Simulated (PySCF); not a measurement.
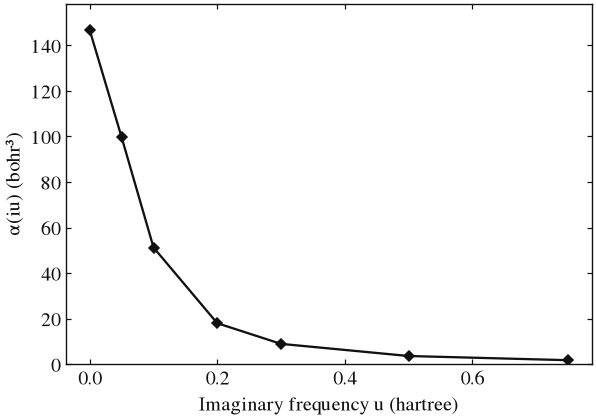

Figure 1. Dipole polarisability at imaginary frequency of the Li atom ([He] 2s). Coupled response at the BP86 level; PySCF, x2c-QZVPPall plus 1 diffuse shell for each l, spin-free X2C-1e, unrestricted single determinants, no spin-orbit coupling. The static dipole polarisability is 147 bohr³ (the recommended value is 164); α(iu) falls to half of it near u = 0.073 hartree. The Casimir–Polder integral gives C₆ = 1180 hartree bohr⁶ for two such species.

## Run report: Li, atomic calculation

Li, configuration 1s2 2s1, multiplicity 2. Computed at this level: unrestricted BP86, x2c-QZVPPall plus 1 even-tempered diffuse shell per l, spin-free X2C-1e, Gaussian nucleus (PySCF).

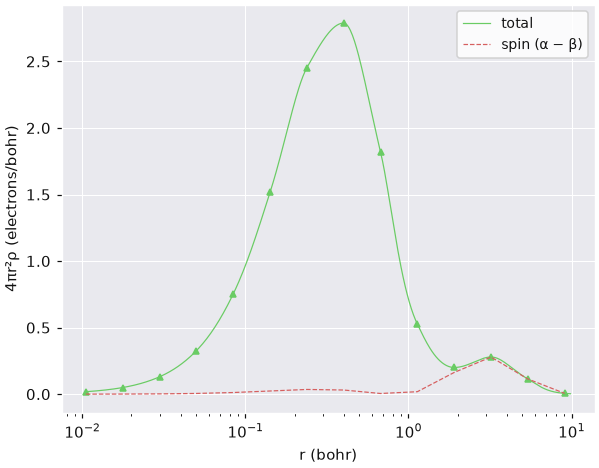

Figure 2. Spherically averaged radial density 4πr²ρ of the mean field and its spin part; markers are the stored points, which are sparse, and the line is a monotone interpolation between them. The largest stored value is 2.79 electrons/bohr at r = 0.40 bohr. Root-mean-square radii of the shells: 1s 0.680, 2s 4.13 bohr.

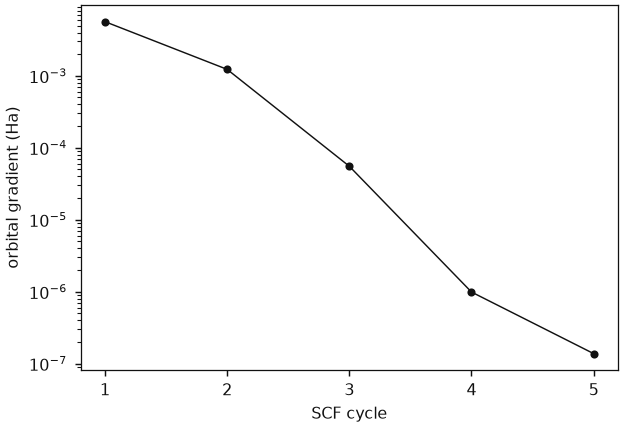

Figure 3. Convergence: orbital gradient against the SCF cycle. The residual falls at every step. It goes from 0.0057 to 1.4×10⁻⁷ in 5 steps.

Input and output of the run follow.

### Input file
```python
from pyscf import gto, scf, dft, mp, cc
import basis_set_exchange as bse
mol = gto.M(atom="Li 0 0 0", charge=0, spin=1, symmetry="D2h",
            basis=gto.basis.parse(bse.get_basis("x2c-QZVPPall", elements=["Li"], fmt="nwchem", header=False, augment_diffuse=1)),
            nucmod="G")
mf = dft.UKS(mol, xc="B88,P86").sfx2c1e()
mf.irrep_nelec = {'Ag': (2, 1)}
mf.kernel()
```

The script is an equivalent of what the driver set up; the driver started from orbitals of its own, so the log can be shorter than this script's would be, and it computed the properties (radii, ⟨L²⟩, response) afterwards. It held the occupations shell by shell, which the script's counts by irreducible representation don't always enforce.

Launched within a batch (the task file carries these settings):
```bash
OMP_NUM_THREADS=1 python <driver script> TASK.json OUT
```

### Log (extracts)
```
damping factor = 0
level_shift factor = 0
DIIS = <class 'pyscf.scf.diis.CDIIS'>
diis_start_cycle = 1
diis_space = 10
diis_damp = 0
SCF conv_tol = 1e-09
SCF conv_tol_grad = None
number electrons alpha = 2  beta = 1
XC functionals = B88,P86
    A. D. Becke.,  Phys. Rev. A 38, 3098 (1988)
    J. P. Perdew.,  Phys. Rev. B 33, 8822 (1986)
cycle= 1 E= -7.48158060959204  delta_E= -0.00136  |g|= 0.00566  |ddm|= 0.123
cycle= 2 E= -7.48158781197493  delta_E= -7.2e-06  |g|= 0.00123  |ddm|= 0.00924
cycle= 3 E= -7.48158812022099  delta_E= -3.08e-07  |g|= 5.54e-05  |ddm|= 0.000924
cycle= 4 E= -7.48158812140613  delta_E= -1.19e-09  |g|= 9.9e-07  |ddm|= 0.00028
cycle= 5 E= -7.48158812140831  delta_E= -2.17e-12  |g|= 1.38e-07  |ddm|= 2.94e-05
converged SCF energy = -7.48158812140831  <S^2> = 0.75000067  2S+1 = 2.0000007
```

### Summary

- outcome: converged
- total energy: −7.481588 hartree
- ⟨S²⟩: 0.750
- static polarisability: 147 bohr³
- C₆ of the like pair: 1180 hartree bohr⁶
- SCF iterations: 5
- hardware: 1 CPU thread, shared host
